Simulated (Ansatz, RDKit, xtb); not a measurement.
**Isomers of B3N3H5OF, a sample narrowed down**

A sample of isomers of B3N3H5OF is drawn. Aim: find which of them has the lowest free energy at 298.15 K, then its properties. The sample is small against all isomers, and the most stable one of this formula need not be in it.

Plan: many cheap relaxations first (GFN2-xTB), then density-functional screening, relaxation at PBE0-D3(BJ)/def2-SVP, vibrations (at GFN2-xTB) and a final energy. The numbers are computed, not measured.

## Step 1: Drawing up candidates

Isomers were taken from a list of plausible structures; this is a sample, not all of them. That gives 3 candidates.

```csv
label,SMILES,spin
c212,ON1BNBNB1F,singlet
c437,ON1BNB(F)NB1,singlet
c865,OB1NBNB(F)N1,singlet
```

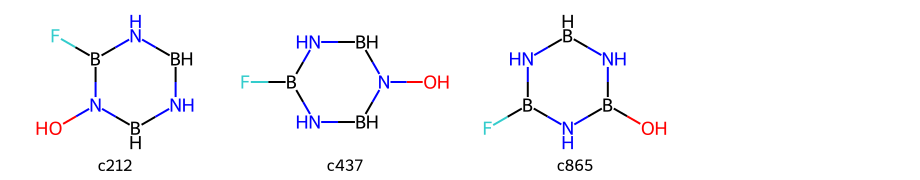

Structural formulas of the candidates.

Candidates are built by distance geometry, with a force field where one applies, in up to four conformers (letters a to d).

## Step 2: Search with GFN2-xTB

All 12 starts are relaxed the same way. One of them, c437d (taken from a list of positional isomers, embedded by distance geometry and UFF), in full:

start.xyz

```xyz
13
c437d
B     -0.113793    -2.609904     1.122026
B      1.012678    -1.823259    -0.957727
B     -0.566579    -0.343808     0.236140
F      1.087195    -2.355173    -2.299739
N     -1.226272    -1.595956     0.788128
N      1.184279    -2.732833     0.250837
N      0.559051    -0.389041    -0.812791
O     -1.839277    -1.277221     1.990552
H     -2.769769    -1.543697     1.813159
H     -0.256616    -3.414601     1.964195
H      1.224366    -3.711312    -0.059519
H      1.328087     0.182992    -0.361335
H     -1.150531     0.677370     0.438975
```

Command:

```console
xtb start.xyz --gfn 2 --opt
```

Log, cut to the lines that bear on the results:

```text
* xtb version 6.7.1
[...]
          :  # basis functions                  37          :
[...]
          :  # electrons                        42          :
[...]
          :  Hamiltonian                  GFN2-xTB          :
[...]
          :  net charge                          0          :
          :  unpaired electrons                  0          :
[...]
   *** convergence criteria satisfied after 13 iterations ***
[...]
   *** GEOMETRY OPTIMIZATION CONVERGED AFTER 43 ITERATIONS ***
[...]
   *** convergence criteria satisfied after 3 iterations ***
[...]
         ::                     SUMMARY                     ::
         :::::::::::::::::::::::::::::::::::::::::::::::::::::
         :: total energy             -24.018639112781 Eh    ::
         :: gradient norm              0.000639722171 Eh/a0 ::
         :: HOMO-LUMO gap              5.068421559897 eV    ::
         ::.................................................::
         :: SCC energy               -24.220591366738 Eh    ::
         :: -> isotropic ES            0.115888091142 Eh    ::
         :: -> anisotropic ES          0.005370811496 Eh    ::
         :: -> anisotropic XC          0.001770986622 Eh    ::
         :: -> dispersion             -0.008158093289 Eh    ::
         :: repulsion energy           0.201952253957 Eh    ::
         :: add. restraining           0.000000000000 Eh    ::
         :: total charge              -0.000000000000 e     ::
         :::::::::::::::::::::::::::::::::::::::::::::::::::::
[...]
        21        2.0000           -0.3842473             -10.4559 (HOMO)
        22                         -0.1979862              -5.3875 (LUMO)
[...]
     #   Z          covCN         q      C6AA      α(0)
     1   5 B        2.643     0.252    17.910     7.138
     2   5 B        2.430     0.422    18.721     7.833
     3   5 B        2.645     0.259    17.796     7.114
     4   9 F        0.722    -0.322    12.587     4.190
     5   7 N        2.593    -0.089    23.000     7.122
     6   7 N        2.543    -0.308    27.971     7.854
     7   7 N        2.543    -0.307    27.944     7.851
     8   8 O        1.716    -0.375    20.345     6.090
     9   1 H        0.805     0.304     0.708     1.322
    10   1 H        0.937    -0.107     5.794     3.764
    11   1 H        0.860     0.174     1.251     1.752
    12   1 H        0.860     0.175     1.243     1.746
    13   1 H        0.940    -0.077     4.826     3.434
[...]
     #   Z sym  total        # sym  WBO       # sym  WBO       # sym  WBO
 ---------------------------------------------------------------------------
     1   5 B    3.506 --     5 N    1.228     6 N    1.213    10 H    0.956
     2   5 B    3.430 --     7 N    1.197     6 N    1.186     4 F    0.971
     3   5 B    3.474 --     7 N    1.210     5 N    1.191    13 H    0.968
     4   9 F    1.070 --     2 B    0.971
     5   7 N    3.495 --     1 B    1.228     3 B    1.191     8 O    0.986
     6   7 N    3.478 --     1 B    1.213     2 B    1.186    11 H    0.947
     7   7 N    3.481 --     3 B    1.210     2 B    1.197    12 H    0.946
     8   8 O    1.957 --     5 N    0.986     9 H    0.891
     9   1 H    0.907 --     8 O    0.891
    10   1 H    0.989 --     1 B    0.956
    11   1 H    0.970 --     6 N    0.947
    12   1 H    0.969 --     7 N    0.946
    13   1 H    0.994 --     3 B    0.968
[...]
molecular dipole:
                 x           y           z       tot (Debye)
 q only:       -0.239      -0.301       0.354
   full:        0.000      -0.579       0.224       1.577
molecular quadrupole (traceless):
[...]
          | TOTAL ENERGY              -24.018639112781 Eh   |
          | GRADIENT NORM               0.000639722171 Eh/α |
          | HOMO-LUMO GAP               5.068421559897 eV   |
           -------------------------------------------------
[...]
```

Run time: 0.68 s. Hardware: 2 threads of AMD EPYC (Zen 3), shared host.

## Step 3: Distinct minima at GFN2-xTB

12 of the 12 relaxations converged; 8 ended on a minimum already found. 4 distinct structures remain:

```csv
label,start,SMILES after,spin,energy (kcal/mol)
c865a,drawn,OB1NBNB(F)N1,singlet,0.0
c437d,drawn,ON1BNB(F)NB1,singlet,56.4
c212b,drawn,ON1BNBNB1F,singlet,57.2
c437b,drawn,ON1BNB(F)NB1,singlet,57.9
```

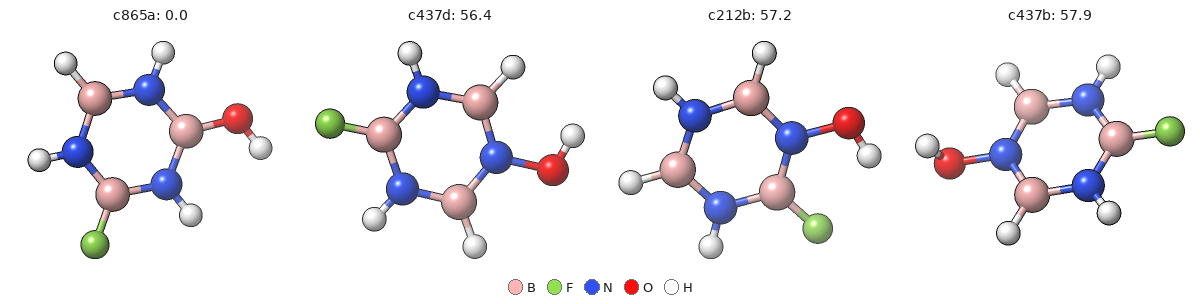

The 4 lowest minima that did not fall apart, with their GFN2-xTB energies in kcal/mol.

## Step 4: Second filter: single points

A choice of the minima (the low ones first, few conformers of a pattern, up to a cap) and the lowest that fell apart get a single point at r2SCAN-D4/def2-SVP on the tight-binding geometry, and one at HF/STO-3G for comparison. The lowest singlets are also tried as triplets at the same geometry (label ending in t). The first, c865a:

input.yaml

```yaml
crystal:
  periodic: [false, false, false]
  atoms:
    - symbol: B
      position_ang: [-1.784010, -0.089718, -0.318506]
    - symbol: B
      position_ang: [0.335109, 0.593909, 0.827992]
    - symbol: B
      position_ang: [-0.002890, -1.754426, 0.112603]
    - symbol: F
      position_ang: [0.452007, -3.018322, 0.023886]
    - symbol: N
      position_ang: [-0.943953, 0.880783, 0.303203]
    - symbol: N
      position_ang: [0.785500, -0.749732, 0.716560]
    - symbol: N
      position_ang: [-1.277123, -1.428860, -0.401765]
    - symbol: O
      position_ang: [-3.001343, 0.291200, -0.794267]
    - symbol: H
      position_ang: [-3.517173, -0.403566, -1.199762]
    - symbol: H
      position_ang: [-1.305341, 1.819888, 0.359062]
    - symbol: H
      position_ang: [0.996492, 1.418619, 1.329785]
    - symbol: H
      position_ang: [1.691795, -1.006046, 1.075144]
    - symbol: H
      position_ang: [-1.824331, -2.160037, -0.829887]
basis:
  gaussian: {orbitals: def2-SVP}
total_charge: 0
hamiltonian: {xc: {name: r2SCAN}, dispersion: d4}
scf: {lower_state_search: "off"}
output: {orbitals: {seedname: orbitals}}
```

Command:

```console
ansatz run input.yaml --threads 2 --pin off --max-ram 5220MiB --events-out events.jsonl --progress --plain --runs-dir runs
```

Log, cut to the lines that bear on the results:

```text
Warning: RAYON_NUM_THREADS=2 ignored (pool sized by the plan → 2); use --threads N
Functional definition: r2SCAN
  name "r2SCAN"
[...]
1559 factors; their error is unknown
[...]
mean field -11339.94290960 eV, -416.7352154384 hartree, gradient 5.5e-6 eV, S^2 0.000000; 0 other end points of the search recorded, 0 dependent functions left out
reference -11339.94292075 eV, -416.7352158481 hartree; 29, 29 occupied and 108, 108 virtual orbitals, 1559 factors
Total energy: -11340.02325354 eV, -416.7381680237 hartree
Checks for a lower state left out: stability, starts, cluster_reference, orbital_swaps, neighbouring_geometries, increment
```

It took 5.7 s on 2 threads of AMD EPYC (Zen 3), shared host.

Relative energies in kcal/mol, each column from its lowest structure that stays in one piece:

```csv
label,SMILES,spin,GFN2-xTB,HF/STO-3G,r2SCAN-D4/def2-SVP
c865a,OB1NBNB(F)N1,singlet,0.0,0.0,0.0
c437b,ON1BNB(F)NB1,singlet,57.9,62.5,85.2
c437d,ON1BNB(F)NB1,singlet,56.4,63.0,85.9
c212b,ON1BNBNB1F,singlet,57.2,63.5,86.4
c865at,OB1NBNB(F)N1,triplet,–,–,146.5
c437bt,ON1BNB(F)NB1,triplet,–,–,219.9
```

## Step 5: Refinement at PBE0-D3(BJ)/def2-SVP

3 candidates are relaxed at PBE0-D3(BJ)/def2-SVP (chosen among the lowest in one piece, one conformer a pattern). The first, c865a:

input.yaml, as its differences from that of step 4:

```diff
@@ -11,7 +11,7 @@
       position_ang: [0.452007, -3.018322, 0.023886]
-    - symbol: N
+    - symbol: "N"
       position_ang: [-0.943953, 0.880783, 0.303203]
-    - symbol: N
+    - symbol: "N"
       position_ang: [0.785500, -0.749732, 0.716560]
-    - symbol: N
+    - symbol: "N"
       position_ang: [-1.277123, -1.428860, -0.401765]
@@ -30,6 +30,10 @@
 basis:
-  gaussian: {orbitals: def2-SVP}
-total_charge: 0
-hamiltonian: {xc: {name: r2SCAN}, dispersion: d4}
-scf: {lower_state_search: "off"}
-output: {orbitals: {seedname: orbitals}}
+  gaussian:
+    orbitals: def2-SVP
+scf:
+  lower_state_search: off
+hamiltonian:
+  xc: pbe0
+  dispersion: d3bj
+relax:
+  f_tol: 0.006
```

Command:

```console
ansatz run input.yaml --threads 2 --pin off --max-ram 5220MiB --events-out events.jsonl --progress --plain --runs-dir runs
```

Log, cut to the lines that bear on the results:

```text
Warning: RAYON_NUM_THREADS=2 ignored (pool sized by the plan → 2); use --threads N
[...]
Functional definition: PBE0
  name "PBE0"
[...]
1533 factors; integrals over basis functions are off by at most 3.1e-4 eV
[...]
mean field -11333.36271195 eV, -416.4933976351 hartree, gradient 2.9e-6 eV, S^2 0.000000; 0 other end points of the search recorded, 0 dependent functions left out
[...]
reference -11333.36274094 eV, -416.4933987005 hartree; 29, 29 occupied and 108, 108 virtual orbitals, 1533 factors
relax step   1: F+E_penalty+E_count = -11333.62095293 eV  Δ(F+E_penalty+E_count) = +0.000e0 eV  max|allowed force component| = 7.073e-1 eV/Å  Δτ_max = 0.0000 Å  (17 SCF iters, accepted)
[...]
relax step   4: F+E_penalty+E_count = -11333.65519586 eV  Δ(F+E_penalty+E_count) = -1.962e-4 eV  max|allowed force component| = 2.266e-2 eV/Å  Δτ_max = 0.0027 Å  (13 SCF iters, accepted)
[...]
Atom 4 at    -0.952314     0.889814     0.300000 Å, force    -0.000612     0.001071     0.000136 eV/Å
Atom 5 at     0.795399    -0.758218     0.719620 Å, force     0.000643     0.004691     0.001581 eV/Å
Atom 6 at    -1.281712    -1.432170    -0.405365 Å, force    -0.003483     0.000829    -0.001355 eV/Å
Atom 7 at    -3.016550     0.300167    -0.798054 Å, force     0.001344    -0.000701    -0.000056 eV/Å
Atom 8 at    -3.524858    -0.406692    -1.201979 Å, force    -0.001212     0.000677    -0.000445 eV/Å
Atom 9 at    -1.304829     1.836256     0.361586 Å, force     0.000333     0.000688     0.000351 eV/Å
Atom 10 at     1.014825     1.443506     1.345341 Å, force     0.000084     0.000097    -0.000083 eV/Å
Atom 11 at     1.706081    -1.005384     1.083844 Å, force    -0.001556    -0.002118    -0.001146 eV/Å
Atom 12 at    -1.823061    -2.173167    -0.833097 Å, force     0.004226    -0.000759     0.002154 eV/Å
Dipole moment:    -0.242433    -0.089012    -0.133749 e Å
Checks for a lower state left out: stability, starts, cluster_reference, orbital_swaps, neighbouring_geometries, increment
```

Run time: 44 s. Hardware: 2 threads of AMD EPYC (Zen 3), shared host.

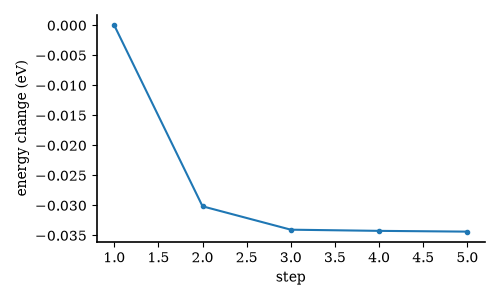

Energy along the run, all evaluated steps.

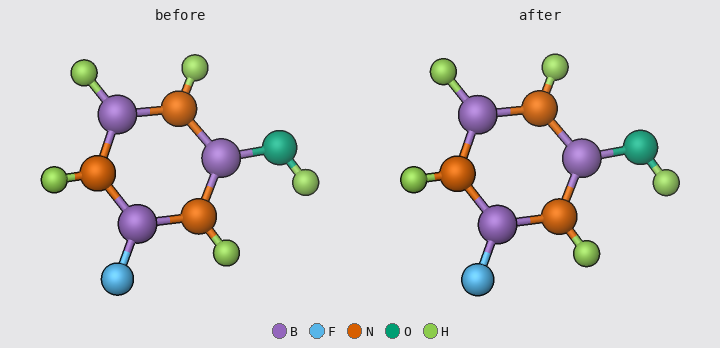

Before and after, at one scale.

After the run. Bond lengths: B3–F4 1.343 Å, B1–N5 1.434 Å, B2–N5 1.421 Å, B2–N6 1.430 Å, B3–N6 1.423 Å, B1–N7 1.438 Å, B3–N7 1.423 Å, B1–O8 1.369 Å, O8–H9 0.960 Å, N5–H10 1.012 Å, B2–H11 1.209 Å, N6–H12 1.011 Å, N7–H13 1.012 Å. Some angles: F4–B3–N6 120.7°, F4–B3–N7 120.0°, N6–B3–N7 119.4°, B1–N5–B2 123.2°, N5–B1–N7 117.0°, N5–B1–O8 118.6°, N7–B1–O8 124.4°, N5–B2–N6 117.6°, B2–N6–B3 121.4°, B1–N7–B3 121.4°.

## Step 6: After refinement

```csv
label,spin,r2SCAN-D4/def2-SVP (kcal/mol),"PBE0-D3(BJ)/def2-SVP, relaxed (kcal/mol)",time
c865a,singlet,0.0,0.0,44 s
c437b,singlet,85.2,83.6,53 s
c212b,singlet,86.4,85.2,60 s
```

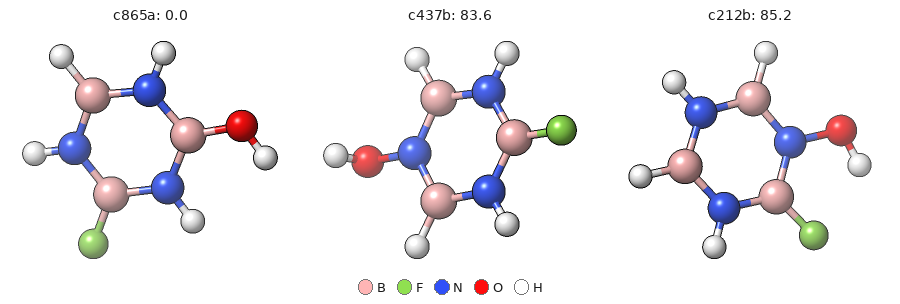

The relaxed structures, with energies at PBE0-D3(BJ)/def2-SVP in kcal/mol.

(Part 1 of 2 ends here.)
